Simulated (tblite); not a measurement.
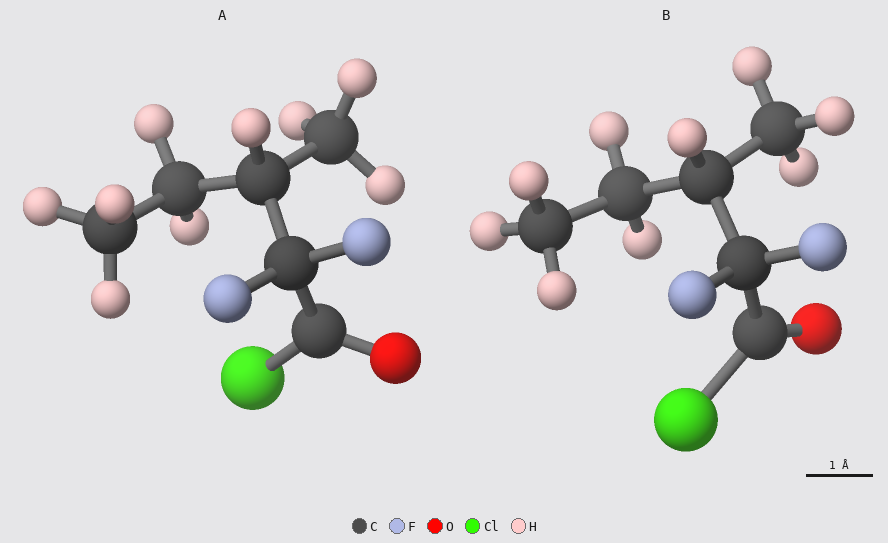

Two geometries of C₆H₉ClF₂O, drawn at one scale. One is the start of a relaxation, the other its converged end. The picture is a ball-and-stick view, seen at a tilt.

The calculation used GFN2-xTB geometry optimisation, gas phase (tblite 0.8.0). 

Question: Which geometry has the lower energy?

Answer: Structure B is the relaxed one. The Cl atom moves most after the best rigid fit: 1.37 Å. By element the largest moves are Cl 1.37 Å, H 1.14 Å, O 1.13 Å, F 0.37 Å, C 0.23 Å. Some distances before and after: C–H 1.146 → 1.087 Å, C–C 1.476 → 1.535 Å, C–O 1.238 → 1.185 Å, C–F 1.416 → 1.364 Å. Bond angles that change, for instance: C–C–Cl 125.6° → 113.5°, C–C–O 118.2° → 124.5°, C–C–F 104.1° → 110.1°. Groups turn about C–C by about 50°, C–C by about 50°, C–C by about 20°. Over 121 geometry steps the energy falls by 26.0 kcal/mol. The run took 1.1 s on 1 thread of Arm Neoverse V1 (shared host).
